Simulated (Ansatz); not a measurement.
# Calculations on CH$_{10}$Si$_{2}$

Part 1: Relaxation

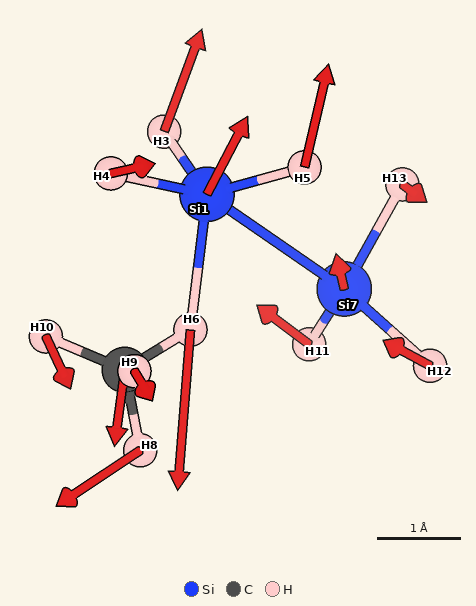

This is a relaxation of CH₁₀Si₂ (started from a transition state, displaced along its imaginary mode). The starting structure is drawn; red arrows show the displacements, at their true length. The two geometries are superimposed by the best rigid fit.

The picture is a ball-and-stick view, seen from a free direction.

Computed with RKS PBE0-D4/def2-TZVP (Ansatz). Settings: force threshold 0.005 eV/Å; at most 200 steps.

Atoms of which element are displaced furthest, and by how much?

Answer. Hydrogen: up to 1.97 Å, against 1.09 Å for silicon.

What did the optimiser do to the structure, and how much energy did it gain?

Answer. An H atom moves most after the best rigid fit: 1.97 Å. By element the largest moves are H 1.97 Å, Si 1.09 Å, C 0.95 Å. Some distances before and after: H–Si 1.666 → 4.630 Å, C–Si 2.358 → 4.345 Å, Si–Si 2.587 → 2.339 Å, H–Si 1.583 → 1.487 Å. Bonds break, among them: H–Si (1.67 → 4.63 Å). Among the angles between lasting bonds that change: H–Si–Si 162.8° → 110.7°, H–Si–Si 86.4° → 110.1°, H–Si–Si 87.8° → 110.2°. The energy falls by 70.1 kcal/mol in 33 accepted moves (38 points after the start). Largest force component: 2.7 eV/Å at the start, 0.0046 eV/Å at the end. The line search rejected the trial steps at points 8, 14, 15, 20, 37 of the run. The forces were under the threshold at step 16, but the run went on from there.

Part 2: Relaxation

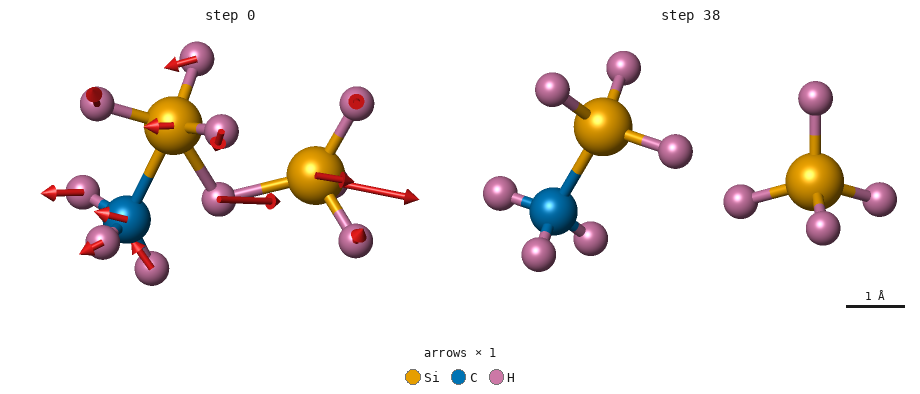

The structure of CH₁₀Si₂ (started from a transition state, displaced along its imaginary mode) before (left) and after (right) a relaxation, at one scale. The red arrows give the displacements, at their true length.

Style: ball-and-stick. Shown at a tilt.

Method: Ansatz, RKS PBE0-D4/def2-TZVP. (force threshold 0.005 eV/Å; at most 200 steps)

Q: Summarise the run.

A: The atom that moves furthest after the best rigid fit is an H atom (1.58 Å). By element the largest moves are H 1.58 Å, Si 0.73 Å, C 0.62 Å. Among the contacts that change: C–H 1.638 → 3.478 Å, H–Si 1.754 → 3.388 Å, Si–Si 2.787 → 4.026 Å, H–Si 1.730 → 1.486 Å. Bonds break, among them: H–Si (1.75 → 3.39 Å). Among the angles between lasting bonds that change: Si–C–H 132.7° → 110.7°, C–Si–H 89.1° → 110.8°, H–Si–H 130.4° → 109.5°. The energy falls by 239.5 kJ/mol in 33 accepted moves (38 points after the start). Largest force component: 2.6 eV/Å at the start, 0.0016 eV/Å at the end. The line search rejected the trial steps at points 7, 10, 20, 22, 30 of the run. The forces were under the threshold at step 28, but the run went on from there.

Part 3: Reaction

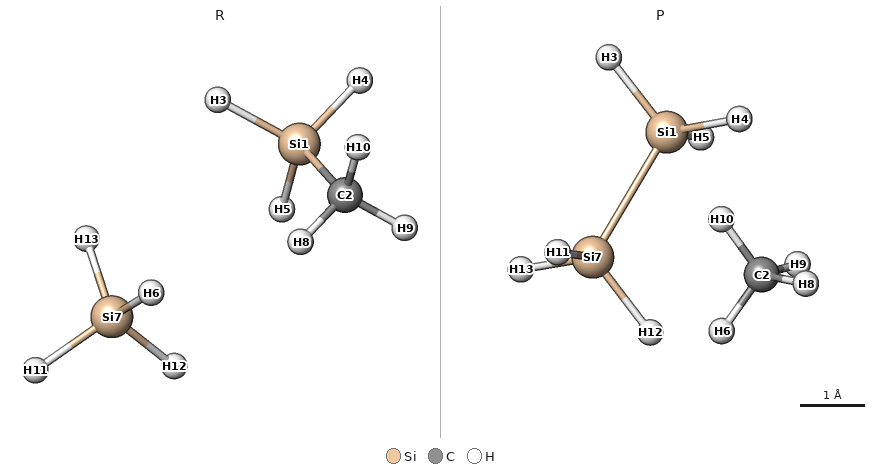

Reactant (R) and product (P) of one elementary step of CH10Si2. A ball-and-stick model, seen from a free direction.

Stationary points at PBE0-D4/def2-TZVP, single-point energies with CCSD(T)/CBS, BLYP-D4, SPW92 (LDA), r2SCAN0-D4, B97M-V, PBE-D4 (def2-TZVPP where no basis is named; Ansatz 0.2.0). The energies are electronic, without zero-point or thermal terms, and both ends are the minima reached downhill from the saddle, with any fragments still in contact. CCSD(T)/CBS stands for a frozen-core estimate: MP2 correlation extrapolated from def2-TZVPP and def2-QZVPP, CCSD(T) minus MP2 from the smaller set.

> Predict the saddle point between them and the barrier.

Counted by bonded pieces, R holds CH₆Si + SiH₄ and P holds CH₄ + Si₂H₆. From R over the saddle to P, bonds form: Si1–Si7 (4.03 → 2.69 → 2.34 Å), C2–H6 (3.48 → 1.34 → 1.09 Å). Bonds break: Si1–C2 (1.87 → 2.18 → 4.35 Å), H6–Si7 (1.49 → 2.05 → 3.63 Å). The saddle has one imaginary mode, 1387i cm⁻¹. With CCSD(T)/CBS the barrier is 82.0 kcal/mol from R and 83.9 kcal/mol from P, and P lies 1.9 kcal/mol below R.

```tsv
level	barrier from R (kcal/mol)	barrier from P (kcal/mol)	P less R (kcal/mol)
CCSD(T)/CBS	82.0	83.9	−1.9
BLYP-D4	75.9	78.6	−2.7
SPW92 (LDA)	62.3	65.8	−3.5
r2SCAN0-D4	77.9	80.6	−2.7
B97M-V	76.6	80.1	−3.4
PBE-D4	68.4	73.1	−4.7
```

Against CCSD(T)/CBS, r2SCAN0-D4 comes closest on the barrier from R (−4.1 kcal/mol) and SPW92 (LDA) misses most (−19.8 kcal/mol).

The saddle point in the same view, with dashed sticks for the bonds that form or break:

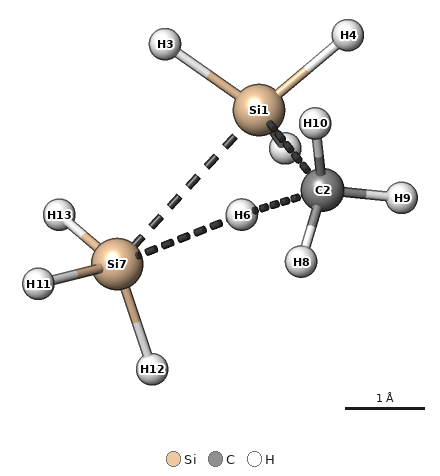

Limits of the set-up: the start holds two separate molecules, 2.7 Å apart at their closest, whose relative position is a soft coordinate.
